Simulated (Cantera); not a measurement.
Charge: 1 mol CHF₃, equilibrated at 3075 °C.

Method: chemical equilibrium by Gibbs-energy minimisation in Cantera with the NASA 1993 tables (ideal gas, pure condensed phases). Candidate condensed phases: C, C₆H₆, C₇H₈, C₈H₁₈; 95 gas species. Gases not in the tables: C₂F₆ and larger saturated fluorocarbons. Equilibrium is a limit: real reactors are often held back by kinetics, nucleation or transport.

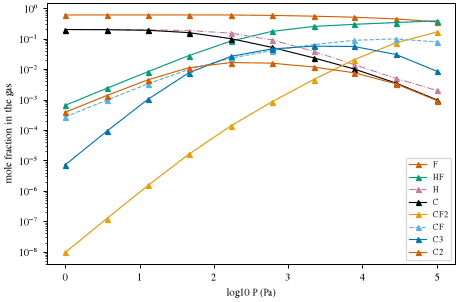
*Equilibrium gas composition (values under 1e-9 drawn at 1e-9)*

From 1.00 Pa to 7700 Pa nothing is condensed. From 28000 Pa to 100000 Pa the condensed part is C(graphite). The main C-bearing gas is C at 1.00 Pa and CF₂ at 100000 Pa.
